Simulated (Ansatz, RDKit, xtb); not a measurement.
**C4H6ClF: ranking a sample of isomers**

Which of a sample of isomers of C4H6ClF is the most stable in the gas at 298.15 K, and what are its properties? The sample is small against all isomers, and the most stable one of this formula need not be in it.

The funnel: GFN2-xTB relaxations, single points with a density functional, relaxations at B3LYP-D3(BJ)/def2-SVP, harmonic vibrations (at GFN2-xTB), and a last energy at a higher level. All values are calculated.

## Step 1: Candidates

Isomers were taken from a list of plausible structures; this is a sample, not all of them. That gives 5 candidates.

```csv
label,SMILES,spin
c135,F[C@@H]1CC[C@H]1Cl,singlet
c303,F[C@@H]1CC[C@@H]1Cl,singlet
c315,FC1(Cl)CCC1,singlet
c733,F[C@H]1C[C@H](Cl)C1,singlet
c956,F[C@H]1C[C@@H](Cl)C1,singlet
```

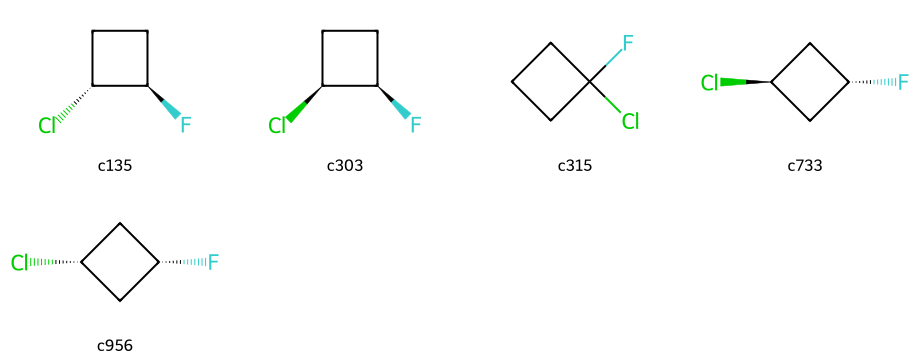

Structural formulas of the candidates.

Candidates are built by distance geometry, with a force field where one applies, in up to four conformers (letters a to d).

## Step 2: Cheap relaxation of all starts

All 7 starts are relaxed the same way. One of them, c303b (taken from a list of positional isomers, embedded by distance geometry and MMFF94), in full:

Contents of start.xyz:

```xyz
12
c303b
C     -0.776008    -1.391921     1.034331
C     -0.914764     0.163229     1.113199
C      0.505069     0.288631     0.618002
C      0.359176    -1.175844    -0.062617
Cl    -0.106220    -1.261161    -1.801632
F     -1.800673    -2.086168     0.678173
H     -0.355671    -1.778305     1.993875
H     -1.082541     0.582325     2.037694
H     -1.679930     0.558555     0.404310
H      1.302357     0.266664     1.347832
H      0.708794     1.092468    -0.166810
H      1.249858    -1.790484     0.111268
```

Run with:

```sh
xtb start.xyz --gfn 2 --opt
```

Log, cut to the lines that bear on the results:

```text
* xtb version 6.7.1
[...]
          :  # basis functions                  36          :
[...]
          :  # electrons                        36          :
[...]
          :  Hamiltonian                  GFN2-xTB          :
[...]
          :  net charge                          0          :
          :  unpaired electrons                  0          :
[...]
   *** convergence criteria satisfied after 13 iterations ***
[...]
   *** GEOMETRY OPTIMIZATION CONVERGED AFTER 13 ITERATIONS ***
[...]
   *** convergence criteria satisfied after 3 iterations ***
[...]
         ::                     SUMMARY                     ::
         :::::::::::::::::::::::::::::::::::::::::::::::::::::
         :: total energy             -20.890893653785 Eh    ::
         :: gradient norm              0.000251923926 Eh/a0 ::
         :: HOMO-LUMO gap              6.799474691488 eV    ::
         ::.................................................::
         :: SCC energy               -21.056730534847 Eh    ::
         :: -> isotropic ES            0.019384154850 Eh    ::
         :: -> anisotropic ES          0.000598113586 Eh    ::
         :: -> anisotropic XC          0.002057104025 Eh    ::
         :: -> dispersion             -0.007358145278 Eh    ::
         :: repulsion energy           0.165836881063 Eh    ::
         :: add. restraining           0.000000000000 Eh    ::
         :: total charge              -0.000000000000 e     ::
         :::::::::::::::::::::::::::::::::::::::::::::::::::::
[...]
        18        2.0000           -0.4133188             -11.2470 (HOMO)
        19                         -0.1634427              -4.4475 (LUMO)
[...]
     #   Z          covCN         q      C6AA      α(0)
     1   6          3.876     0.144    18.216     6.068
     2   6          3.981    -0.074    21.843     6.640
     3   6          4.020    -0.072    21.786     6.631
     4   6          3.943     0.058    19.535     6.281
     5  17          0.924    -0.175   104.636    15.649
     6   9          0.784    -0.232    11.576     4.019
     7   1          0.924     0.048     2.350     2.398
     8   1          0.925     0.050     2.319     2.382
     9   1          0.925     0.075     2.032     2.229
    10   1          0.925     0.053     2.277     2.360
    11   1          0.925     0.070     2.090     2.261
    12   1          0.925     0.055     2.256     2.349
[...]
     #   Z sym  total        # sym  WBO       # sym  WBO       # sym  WBO
 ---------------------------------------------------------------------------
     1   6      3.906 --     2      0.988     4      0.974     7      0.962
                             6      0.947
     2   6      3.987 --     3      1.002     1      0.988     8      0.981
                             9      0.976
     3   6      3.986 --     2      1.002     4      0.996    10      0.977
                            11      0.977
     4   6      3.943 --     3      0.996     1      0.974    12      0.974
                             5      0.957
     5  17      1.025 --     4      0.957
     6   9      1.033 --     1      0.947
     7   1      0.998 --     1      0.962
     8   1      0.997 --     2      0.981
     9   1      0.994 --     2      0.976
[...]
molecular dipole:
                 x           y           z       tot (Debye)
 q only:        0.684       0.697       0.952
   full:        0.758       0.592       0.989       3.506
molecular quadrupole (traceless):
[...]
          | TOTAL ENERGY              -20.890893653785 Eh   |
          | GRADIENT NORM               0.000251923926 Eh/α |
          | HOMO-LUMO GAP               6.799474691488 eV   |
           -------------------------------------------------
[...]
```

Run time: 0.071 s. Hardware: 2 threads of Arm Neoverse V2, shared host.

## Step 3: The minima found

7 of the 7 relaxations converged; the search merged 1 into others by its test of bonds and energy. 6 distinct structures remain:

```csv
label,start,SMILES after,spin,energy (kcal/mol)
c315a,drawn,FC1(Cl)CCC1,singlet,0.0
c733a,drawn,F[C@H]1C[C@H](Cl)C1,singlet,1.4
c135a,drawn,F[C@@H]1CC[C@H]1Cl,singlet,1.4
c956a,drawn,F[C@H]1C[C@@H](Cl)C1,singlet,1.5
c303b,drawn,F[C@@H]1CC[C@@H]1Cl,singlet,4.8
c303a,drawn,F[C@@H]1CC[C@@H]1Cl,singlet,5.0
```

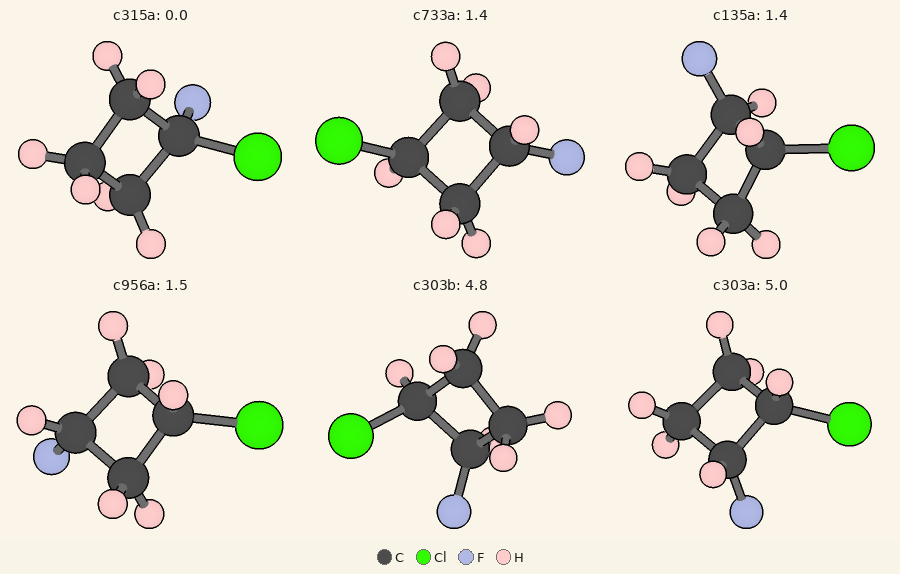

The 6 lowest minima that did not fall apart, with their GFN2-xTB energies in kcal/mol.

## Step 4: Screening with a density functional

A choice of the minima (the low ones first, few conformers of a pattern, up to a cap) and the lowest that fell apart get a single point at r2SCAN-D4/def2-SVP on the tight-binding geometry, and one at HF/STO-3G for comparison. Some singlets are also tried as triplets at the same geometry (label ending in t). The first, c315a:

Contents of input.yaml:

```yaml
crystal:
  periodic: [false, false, false]
  atoms:
    - {symbol: C, position_ang: [-0.296141, 0.473795, 0.621331]}
    - {symbol: C, position_ang: [-1.272613, -0.689359, 0.437136]}
    - {symbol: C, position_ang: [-0.089027, -1.668766, 0.538015]}
    - {symbol: C, position_ang: [0.847851, -0.502592, 0.901579]}
    - {symbol: Cl, position_ang: [-0.070562, 1.492380, -0.820283]}
    - {symbol: F, position_ang: [-0.596708, 1.311019, 1.656274]}
    - {symbol: H, position_ang: [-1.818818, -0.689326, -0.502215]}
    - {symbol: H, position_ang: [-1.975608, -0.750994, 1.265494]}
    - {symbol: H, position_ang: [0.160224, -2.137714, -0.409926]}
    - {symbol: H, position_ang: [-0.188018, -2.434482, 1.302904]}
    - {symbol: H, position_ang: [1.141974, -0.476676, 1.949100]}
    - {symbol: H, position_ang: [1.726700, -0.376816, 0.274833]}
basis:
  gaussian:
    orbitals: def2-SVP
hamiltonian:
  xc: r2scan
  dispersion: d4
scf:
  lower_state_search: off
output:
  orbitals: {seedname: orbitals}
```

Run with:

```sh
ansatz run input.yaml --threads 2 --pin off --max-ram 5220MiB --events-out events.jsonl --progress --plain --runs-dir runs
```

Log, cut to the lines that bear on the results:

```text
Warning: RAYON_NUM_THREADS=2 ignored (pool sized by the plan → 2); use --threads N
Functional definition: r2SCAN
  name "r2SCAN"
[...]
1323 factors; their error is unknown
[...]
mean field -19471.08622610 eV, -715.5492208329 hartree, gradient 3.7e-6 eV, S^2 0.000000; 0 other end points of the search recorded, 0 dependent functions left out
reference -19471.08623466 eV, -715.5492211476 hartree; 28, 28 occupied and 90, 90 virtual orbitals, 1323 factors
Total energy: -19471.15353107 eV, -715.5516942449 hartree
Checks for a lower state left out: stability, starts, cluster_reference, orbital_swaps, neighbouring_geometries, increment
```

Run time: 2.5 s. Hardware: 2 threads of Arm Neoverse V2, shared host; peak memory 0.14 GiB.

Relative energies in kcal/mol, each column from its lowest structure that stays in one piece:

```csv
label,SMILES,spin,GFN2-xTB,HF/STO-3G,r2SCAN-D4/def2-SVP
c315a,FC1(Cl)CCC1,singlet,0.0,0.0,0.0
c956a,F[C@H]1C[C@@H](Cl)C1,singlet,1.5,3.1,2.7
c135a,F[C@@H]1CC[C@H]1Cl,singlet,1.4,3.3,2.8
c733a,F[C@H]1C[C@H](Cl)C1,singlet,1.4,4.1,4.4
c303b,F[C@@H]1CC[C@@H]1Cl,singlet,4.8,5.2,5.0
c303a,F[C@@H]1CC[C@@H]1Cl,singlet,5.0,5.3,6.0
c315at,FC1(Cl)CCC1,triplet,–,–,154.8
c956at,F[C@H]1C[C@@H](Cl)C1,triplet,–,–,156.1
c135at,F[C@@H]1CC[C@H]1Cl,triplet,–,–,156.2
```

## Step 5: Relaxing the best candidates

5 candidates are relaxed at B3LYP-D3(BJ)/def2-SVP (chosen among the lowest in one piece). The first, c315a:

input.yaml: that of step 4 with these lines changed.

```diff
@@ -16,10 +16,5 @@
 basis:
-  gaussian:
-    orbitals: def2-SVP
-hamiltonian:
-  xc: r2scan
-  dispersion: d4
-scf:
-  lower_state_search: off
-output:
-  orbitals: {seedname: orbitals}
+  gaussian: {orbitals: def2-SVP}
+hamiltonian: {xc: {name: B3LYP}, dispersion: d3bj}
+scf: {lower_state_search: "off"}
+relax: {f_tol: 0.006}
```

Run with:

```sh
ansatz run input.yaml --threads 2 --pin off --max-ram 5220MiB --events-out events.jsonl --progress --plain --runs-dir runs
```

Log, cut to the lines that bear on the results:

```text
Warning: RAYON_NUM_THREADS=2 ignored (pool sized by the plan → 2); use --threads N
[...]
Functional definition: B3LYP
  name "B3LYP"
[...]
1316 factors; integrals over basis functions are off by at most 2.7e-4 eV
[...]
mean field -19475.99426882 eV, -715.7295880762 hartree, gradient 3.8e-6 eV, S^2 0.000000; 0 other end points of the search recorded, 0 dependent functions left out
[...]
reference -19475.99449160 eV, -715.7295962632 hartree; 28, 28 occupied and 90, 90 virtual orbitals, 1316 factors
relax step   1: F+E_penalty+E_count = -19476.47570693 eV  Δ(F+E_penalty+E_count) = +0.000e0 eV  max|allowed force component| = 4.759e-1 eV/Å  Δτ_max = 0.0000 Å  (15 SCF iters, accepted)
[...]
relax step   3: F+E_penalty+E_count = -19476.51105093 eV  Δ(F+E_penalty+E_count) = -6.577e-3 eV  max|allowed force component| = 1.924e-1 eV/Å  Δτ_max = 0.0260 Å  (19 SCF iters, accepted)
[...]
Atom 3 at     0.829977    -0.501738     0.976329 Å, force     0.000447    -0.000331    -0.000376 eV/Å
Atom 4 at    -0.004994     1.245075    -1.017889 Å, force    -0.000458    -0.001530     0.002806 eV/Å
Atom 5 at    -0.573069     1.459371     1.487995 Å, force    -0.000229     0.001687    -0.000457 eV/Å
Atom 6 at    -2.004754    -0.676297    -0.318731 Å, force     0.000169    -0.000360    -0.000159 eV/Å
Atom 7 at    -1.826214    -0.766765     1.468960 Å, force    -0.000332     0.000507    -0.000484 eV/Å
Atom 8 at     0.180472    -1.925433    -0.587737 Å, force     0.000158     0.000002    -0.000716 eV/Å
Atom 9 at    -0.124661    -2.558977     1.059555 Å, force     0.000032    -0.001649     0.000482 eV/Å
Atom 10 at     0.927458    -0.523835     2.072484 Å, force     0.000404     0.000699    -0.000387 eV/Å
Atom 11 at     1.814180    -0.339324     0.518263 Å, force    -0.000015    -0.000518    -0.000152 eV/Å
Dipole moment:     0.013292    -0.453285     0.121791 e Å
Checks for a lower state left out: stability, starts, cluster_reference, orbital_swaps, neighbouring_geometries, increment
```

Wall time 28 s (2 threads of Arm Neoverse V2, shared host); peak memory 0.25 GiB.

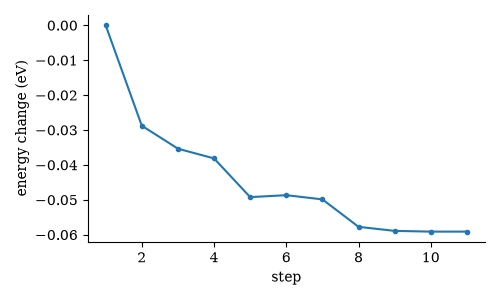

Energy along the run, all evaluated steps.

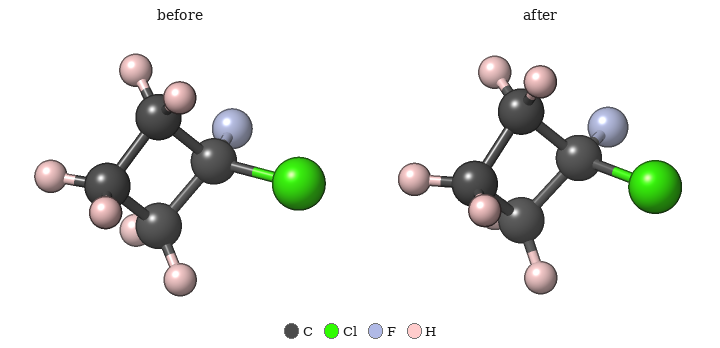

Before and after, at one scale.

After the run. Bond lengths: C1–C2 1.536 Å, C2–C3 1.552 Å, C1–C4 1.536 Å, C3–C4 1.552 Å, C1–Cl5 1.811 Å, C1–F6 1.356 Å, C2–H7 1.098 Å, C2–H8 1.101 Å, C3–H9 1.099 Å, C3–H10 1.098 Å, C4–H11 1.101 Å, C4–H12 1.098 Å. Some angles: C1–C2–C3 87.9°, C2–C1–C4 90.2°, C2–C1–Cl5 112.0°, C2–C1–F6 116.8°, C4–C1–Cl5 112.0°, C4–C1–F6 116.8°, Cl5–C1–F6 108.1°, C2–C3–C4 89.0°, C1–C4–C3 87.9°, C1–C2–H7 117.2°.

## Step 6: Ranking at B3LYP-D3(BJ)/def2-SVP

```csv
label,spin,r2SCAN-D4/def2-SVP (kcal/mol),"B3LYP-D3(BJ)/def2-SVP, relaxed (kcal/mol)",time
c315a,singlet,0.0,0.0,28 s
c135a,singlet,2.8,1.8,23 s
c956a,singlet,2.7,2.2,23 s
c733a,singlet,4.4,2.8,31 s
c303b,singlet,5.0,4.4,23 s
```

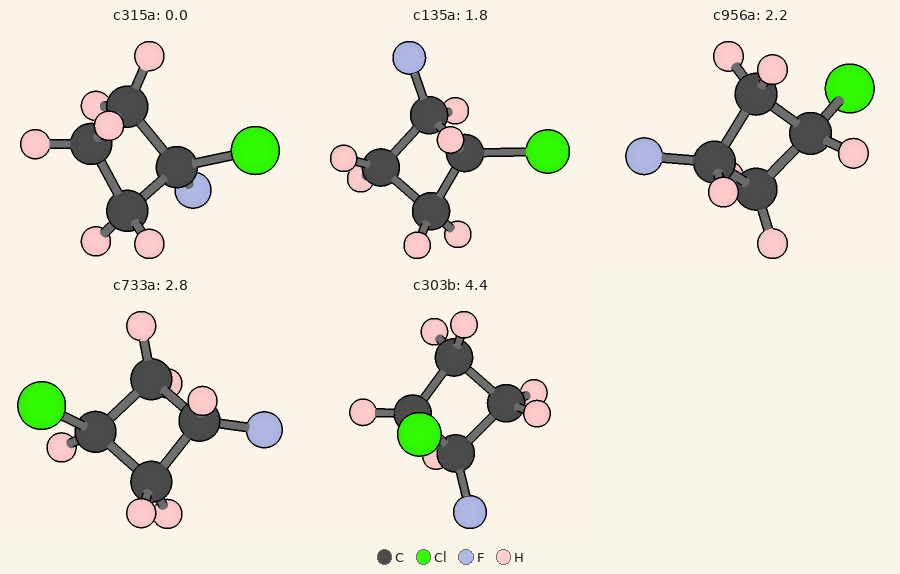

The relaxed structures, with energies at B3LYP-D3(BJ)/def2-SVP in kcal/mol.

[end of part 1 of 2]
